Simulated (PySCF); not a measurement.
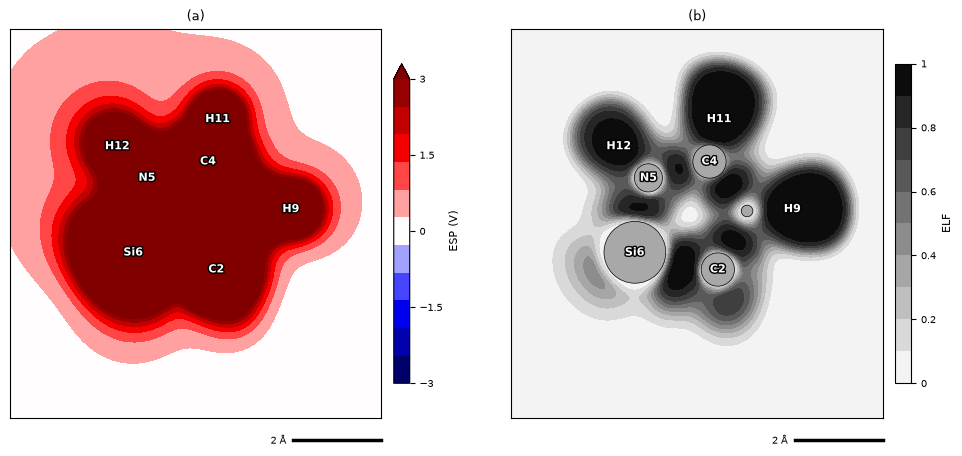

The picture shows: C3H8FNSi. (a) electrostatic potential; (b) electron localisation function on the plane of atoms C2, Si6 and N5. Grey discs cover the atomic cores in the ELF map.

Geometry: GFN2-xTB.

Theory: PBE0/def2-SVPD, SCF density, gas phase (PySCF).

```yaml
atoms:
  - { symbol: F, position_ang: [-0.3901, -1.3849, 1.6549] }
  - { symbol: C, position_ang: [-0.2498, -1.2184, 0.2785] }
  - { symbol: C, position_ang: [-1.2142, -0.1419, -0.2008] }
  - { symbol: C, position_ang: [-0.5504, 1.2149, 0.0222] }
  - { symbol: N, position_ang: [0.8382, 1.0552, -0.3742] }
  - { symbol: Si, position_ang: [1.4899, -0.5071, -0.1067] }
  - { symbol: H, position_ang: [-0.4937, -2.1932, -0.1502] }
  - { symbol: H, position_ang: [-1.3805, -0.2915, -1.2681] }
  - { symbol: H, position_ang: [-2.1695, -0.2063, 0.3217] }
  - { symbol: H, position_ang: [-0.6377, 1.5060, 1.0771] }
  - { symbol: H, position_ang: [-1.0246, 1.9903, -0.5870] }
  - { symbol: H, position_ang: [1.3661, 1.9112, -0.3956] }
  - { symbol: H, position_ang: [2.0574, -1.0324, -1.3483] }
  - { symbol: H, position_ang: [2.3581, -0.7025, 1.0545] }
```

Q: What does the map show?

A: The section cuts through C, N, Si and H sites.
C–N (1.45 Å): the ELF peaks at about 0.95 between the atoms: localised, covalent bonding.
Si–N (1.71 Å): the ELF peaks at about 0.90 between the atoms, as expected for a polar covalent bond.
C–Si (1.92 Å): the ELF peaks at about 1 between the atoms: localised, covalent bonding.
N–H (1.01 Å): the ELF climbs to about 1 towards the hydrogen, as it does in any bond to H (an ordinary covalent bond to hydrogen).
C–H (1.09 Å): the ELF climbs to about 1 towards the hydrogen (an ordinary covalent bond to hydrogen).
The potential has no marked negative region in this plane.
